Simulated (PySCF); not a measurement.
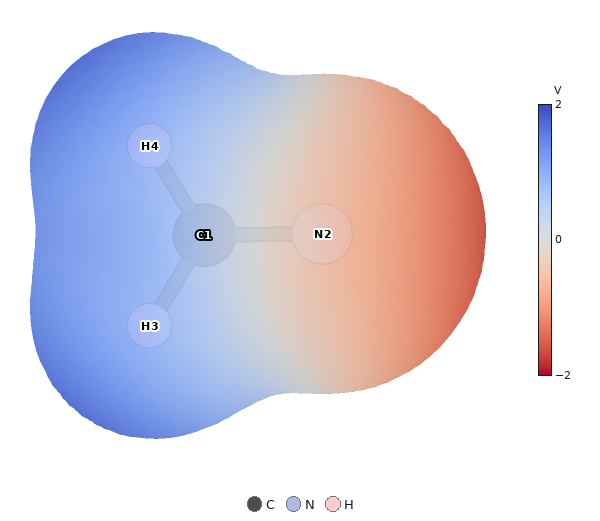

Figure. CH$_{2}$N (SMILES C=[N]) (doublet). The molecular electrostatic potential painted on the density surface at 0.002 e/bohr³, seen across its widest extent; red is negative and blue positive.

Geometry: PBE0-D3(BJ)/ma-def2-SVP.

The calculation used DFT single point, gas phase, functional wB97X (PySCF).

### Where is the surface potential most negative and most positive?

The most negative region (about −1.5 V) lies over N2, the most positive (about +1.6 V) over H3 and H4. N2 is the likeliest acceptor of a hydrogen bond.
